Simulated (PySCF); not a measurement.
## Excited-state calculation, with input and output: C4H11NO2Si

C4H11NO2Si, SMILES CC(=O)O[SiH2]N(C)C, computed with TDDFT HF/6-311G**, vertical, gas phase, core orbitals frozen in the response (PySCF 2.14.0).

Some settings of this run were made unusual or wrong on purpose. The geometry comes from this level: GFN2-xTB.

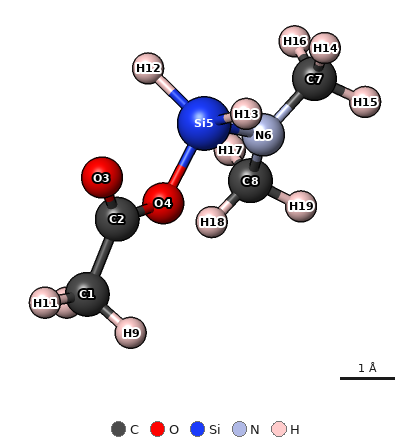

**Figure 1.** The structure (ball-and-stick view, seen at a tilt; atoms are numbered from 1 in the order of the input). Bond lengths as drawn: C–C 1.51 Å, C–H 1.09 to 1.10 Å, C–N 1.44 Å, C–O 1.20 to 1.32 Å, H–Si 1.46 to 1.47 Å, N–Si 1.71 Å and O–Si 1.66 Å.

Input file:
```
{"job": {"kind": "uv", "xc": "HF", "basis": "6-311G**", "nstates": 1, "ntriplets": 0, "tda": false, "scf": {"guess": "1e", "max_cycle": 79}}, "charge": 0, "multiplicity": 1}
C      3.358306    -0.676283    -0.130863
C      2.345364     0.393255     0.180770
O      2.615064     1.499806     0.564219
O      1.103340    -0.008557    -0.020943
Si    -0.164360     1.040982     0.226019
N     -1.478105     0.105033    -0.342324
C     -2.779951     0.713996    -0.409103
C     -1.543761    -1.336770    -0.286220
H      3.342884    -0.871326    -1.201298
H      3.091417    -1.595749     0.384610
H      4.349508    -0.349126     0.167616
H     -0.159077     1.403448     1.647266
H     -0.030816     2.201581    -0.646453
H     -2.673200     1.788882    -0.515333
H     -3.331810     0.323921    -1.268130
H     -3.367850     0.513504     0.494154
H     -2.109028    -1.679930     0.587765
H     -0.538175    -1.742231    -0.239588
H     -2.039554    -1.715188    -1.184461
```

The first line tells a small driver script what to run in PySCF; the rest is the geometry in Å.

Machine: 1 CPU thread, shared host.

Command:
```bash
OMP_NUM_THREADS=1 python <driver script> task.json out
```

The program's output:
```
final grid: 149264 points
cycle   1  E = -388.7573285884  dE =  4.393e+01  |g| = 1.583e+01  |ddm| = 7.643e+01
cycle   2  E = -403.0964784002  dE = -1.434e+01  |g| = 3.249e+01  |ddm| = 8.029e+01
cycle   3  E = -508.9187505432  dE = -1.058e+02  |g| = 2.242e+01  |ddm| = 2.537e+01
cycle   4  E = -543.8444483224  dE = -3.493e+01  |g| = 1.845e+01  |ddm| = 1.338e+01
cycle   5  E = -563.1646791962  dE = -1.932e+01  |g| = 1.655e+01  |ddm| = 6.340e+00
cycle   6  E = -584.1573935312  dE = -2.099e+01  |g| = 1.476e+01  |ddm| = 6.766e+00
cycle   7  E = -594.9838859617  dE = -1.083e+01  |g| = 1.346e+01  |ddm| = 3.937e+00
cycle   8  E = -607.9791067992  dE = -1.300e+01  |g| = 1.145e+01  |ddm| = 5.117e+00
cycle   9  E = -618.6069985731  dE = -1.063e+01  |g| = 9.375e+00  |ddm| = 5.449e+00
cycle  10  E = -477.9427048189  dE =  1.407e+02  |g| = 1.517e+01  |ddm| = 6.583e+01
cycle  11  E = -574.6760622870  dE = -9.673e+01  |g| = 1.037e+01  |ddm| = 7.346e+01
cycle  12  E = -605.4506510334  dE = -3.077e+01  |g| = 8.151e+00  |ddm| = 3.893e+01
cycle  13  E = -648.4914488581  dE = -4.304e+01  |g| = 2.553e+00  |ddm| = 1.721e+01
cycle  14  E = -650.7857267373  dE = -2.294e+00  |g| = 1.243e+00  |ddm| = 2.904e+00
cycle  15  E = -651.1197664702  dE = -3.340e-01  |g| = 4.024e-01  |ddm| = 1.143e+00
cycle  16  E = -651.1500552296  dE = -3.029e-02  |g| = 1.383e-01  |ddm| = 2.829e-01
cycle  17  E = -651.1552289058  dE = -5.174e-03  |g| = 7.133e-02  |ddm| = 1.122e-01
cycle  18  E = -651.1568576653  dE = -1.629e-03  |g| = 2.241e-02  |ddm| = 7.414e-02
cycle  19  E = -651.1570890160  dE = -2.314e-04  |g| = 8.743e-03  |ddm| = 2.950e-02
cycle  20  E = -651.1571209726  dE = -3.196e-05  |g| = 2.557e-03  |ddm| = 1.146e-02
cycle  21  E = -651.1571249323  dE = -3.960e-06  |g| = 6.491e-04  |ddm| = 5.079e-03
cycle  22  E = -651.1571251795  dE = -2.472e-07  |g| = 2.472e-04  |ddm| = 1.254e-03
cycle  23  E = -651.1571252211  dE = -4.161e-08  |g| = 6.555e-05  |ddm| = 5.358e-04
cycle  24  E = -651.1571252238  dE = -2.649e-09  |g| = 1.840e-05  |ddm| = 1.425e-04
cycle  25  E = -651.1571252239  dE = -1.673e-10  |g| = 6.009e-06  |ddm| = 3.418e-05
converged SCF energy = -651.1571252239

Static polarisability (au): isotropic 71.937, principal 60.804 73.639 81.368

Singlet excitations
state   eV       nm        f      main configurations
  1   6.7373    184.0   0.00158   H-1->L+3 0.50, H-1->L+5 0.15, H-1->L+2 0.12
```

Outcome:

```json
{"quantity": "outcome", "value": "converged"}
{"quantity": "total energy", "value": "−651.157125 hartree"}
{"quantity": "HOMO", "value": "−9.69 eV"}
{"quantity": "LUMO", "value": "3.69 eV"}
{"quantity": "dipole moment", "value": "2.70 D"}
{"quantity": "mean polarisability", "value": "71.94 a.u."}
{"quantity": "lowest excitation", "value": "6.74 eV"}
{"quantity": "wall time", "value": "13 s"}
{"quantity": "peak memory", "value": "0.91 GiB"}
```

What went wrong:

Some settings of this run were drawn to be unusual or wrong. It converged; results that depend on the unusual settings are not reference values.
